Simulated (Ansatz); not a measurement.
# What a change does: single-point calculation on C₂H₅Cu

System: C₂H₅Cu (Cu(C2H4)H).
Method of the first run: RKS PBE0-D4/def2-TZVP (Ansatz 0.2.0).

The geometry comes from this level: r2SCAN-D4/def2-TZVP. Text and figures count atoms from 1; the logs count them from 0 in places.

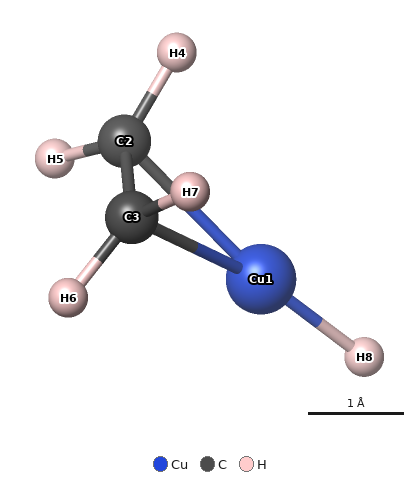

The input geometry (ball-and-stick view, seen at a tilt; atoms are numbered from 1 in the order of the input). Sticks mark near contacts.

Input file, the first run:
```yaml
crystal:
  periodic: [false, false, false]
  atoms:
    - {symbol: Cu, position_ang: [-0.003024, 0.004481, -1.315304]}
    - {symbol: C, position_ang: [-0.386184, 0.559494, 0.638581]}
    - {symbol: C, position_ang: [0.387896, -0.562077, 0.632555]}
    - {symbol: H, position_ang: [0.053609, 1.548703, 0.723854]}
    - {symbol: H, position_ang: [-1.467074, 0.499172, 0.723794]}
    - {symbol: H, position_ang: [-0.051302, -1.552035, 0.712865]}
    - {symbol: H, position_ang: [1.469267, -0.502575, 0.712940]}
    - {symbol: H, position_ang: [-0.003177, 0.004837, -2.829286]}
basis:
  gaussian: {orbitals: def2-TZVP, initial_orbitals: start.molden}
hamiltonian: {xc: pbe0, dispersion: d4}
scf: {omitted_lower_state_checks: [starts]}
output: {orbitals: {seedname: orbitals}}
```

Command:
```bash
ansatz run in.yaml --threads 4 --pin off --events-out ev --progress --plain --max-ram 3916MiB
```

Hardware: 4 threads of Arm Neoverse V1, 23 GiB of memory available, shared host.

Output (the first run):
```
Functional definition: PBE0
  parameter a = 0.25
  parameter kappa = 0.804
  parameter beta = 0.06672455060314922
  exchange = (1 - a)*pbe_x(kappa = kappa, mu = beta*pi^2/3) + a*exact_x
  correlation = pbe_c(beta = beta)
these checks for a lower state are left out or cut short: starts
1122 factors; their error is unknown
mean field evaluation 1: about -46785.0832 eV, gradient 1.0e2 eV
mean field evaluation 2: about -46786.8943 eV, gradient 3.1e0 eV
mean field evaluation 4: about -46786.9724 eV, gradient 4.1e-1 eV
mean field evaluation 8: about -46786.9726 eV, gradient 1.1e-5 eV
mean field -46786.97263963 eV, -1719.3895311573 hartree, gradient 1.1e-5 eV, S^2 0.000000; 0 other end points of the search recorded, 0 dependent functions left out
reference -46786.97267750 eV, -1719.3895325488 hartree; 23, 23 occupied and 114, 114 virtual orbitals, 1122 factors
Total energy: -46787.07512398 eV, -1719.3932973878 hartree
Checks for a lower state left out: starts
```

For the second run the input was changed thus:
```diff
-  gaussian: {orbitals: def2-TZVP, initial_orbitals: start.molden}
+  gaussian: {orbitals: def2-TZVPD, initial_orbitals: start.molden}
```

What does this change do to the results?

The total energy of the second run is 0.6 kcal/mol lower, which measures the change of basis and not a stability. The LUMO goes from −1.73 to −1.80 eV. The basis functions go from 137 to 167.

Output (the second run):
```
Functional definition: PBE0
  parameter a = 0.25
  parameter kappa = 0.804
  parameter beta = 0.06672455060314922
  exchange = (1 - a)*pbe_x(kappa = kappa, mu = beta*pi^2/3) + a*exact_x
  correlation = pbe_c(beta = beta)
these checks for a lower state are left out or cut short: starts
1151 factors; their error is unknown
mean field evaluation 1: about -46786.8708 eV, gradient 7.0e0 eV
mean field evaluation 2: about -46786.8960 eV, gradient 5.6e-2 eV
mean field evaluation 4: about -46786.9978 eV, gradient 2.4e-4 eV
mean field -46786.99782972 eV, -1719.3904568762 hartree, gradient 1.2e-5 eV, S^2 0.000000; 0 other end points of the search recorded, 0 dependent functions left out
reference -46786.99786680 eV, -1719.3904582387 hartree; 23, 23 occupied and 144, 144 virtual orbitals, 1151 factors
Total energy: -46787.10031329 eV, -1719.3942230777 hartree
Checks for a lower state left out: starts
```

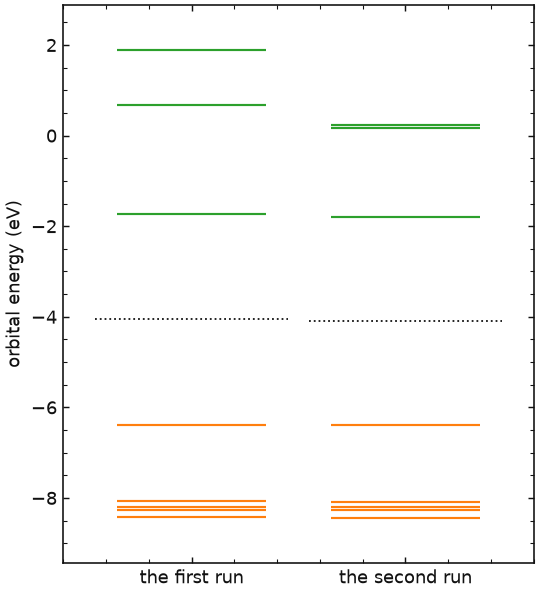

The five highest filled and three lowest empty orbital energies of the two runs; the dotted lines part filled from empty levels. The HOMO–LUMO gap is 4.65 eV in the first run and 4.59 eV in the second run.

The two runs side by side:

| quantity | the first run | the second run |
| --- | --- | --- |
| outcome | converged | converged |
| total energy (hartree) | −1719.393297 | −1719.394223 |
| HOMO (eV) | −6.38 | −6.39 |
| LUMO (eV) | −1.73 | −1.80 |
| basis functions | 137 | 167 |
| wall time (shared host) | 1.7 s | 2 s |
